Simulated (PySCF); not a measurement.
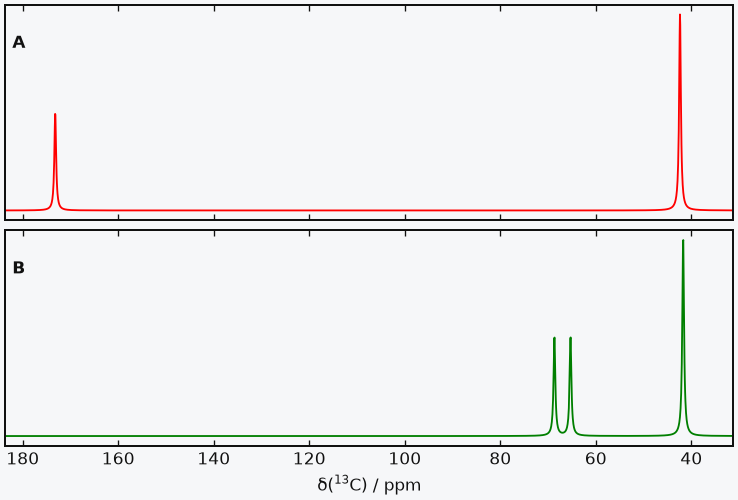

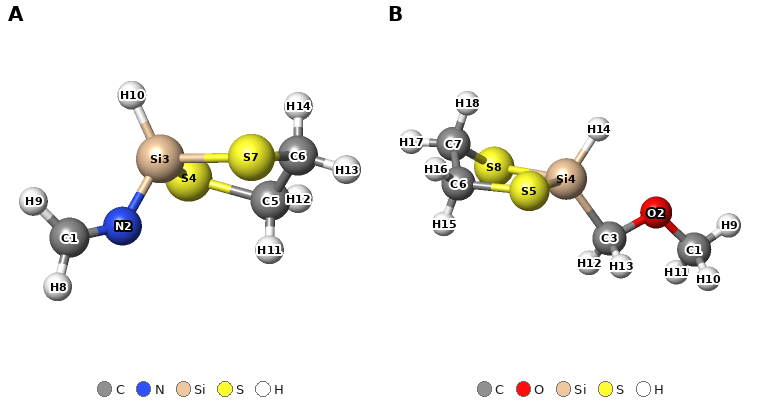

Related molecules: A is C₃H₇NS₂Si, SMILES C=N[SiH]1SCCS1; B is C₄H₁₀OS₂Si, SMILES COC[SiH]1SCCS1. GIAO ¹³C shifts against TMS, PBE0/pcSseg-1 with PySCF 2.14.0, at a GFN2-xTB geometry (no frequency check); fully decoupled, line heights follow the number of nuclei within a panel, widths are arbitrary (no quadrupolar broadening); values of one conformer, averaged over nuclei that symmetry, rotation about single bonds, ring flips or inversion at nitrogen exchange, these motions taken as fast; other conformers aren't averaged in.

Assign the ¹³C signals of each molecule.

A: 173.2 (C1); 42.4 (C5, C6)
B: 68.7 (C3); 65.3 (C1); 41.7 (C6, C7)

Limits of at least one run: the tight-binding geometry is rougher than a DFT one and adds to the error.
